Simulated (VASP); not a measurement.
Band structure of VS (relaxed from the zinc blende structure, space group F-43m). Level of theory: PBEsol GGA, VASP's PBE PAW potentials (set 64) (plane waves; VASP 6.6.1).

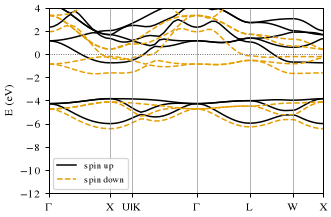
Figure: Bands along high-symmetry lines, zero at the valence-band maximum or, without a gap, the Fermi level

### Question
Read the plot: is there a gap, and where are the band edges?

### Answer
It has no gap at this level: it comes out as a metal or semimetal. (Edges off the drawn lines would not show.)

The structure was generated: VS was put into the zinc blende type (F-43m), which need not be its known phase. It was relaxed first, which changed the volume by -31 %.
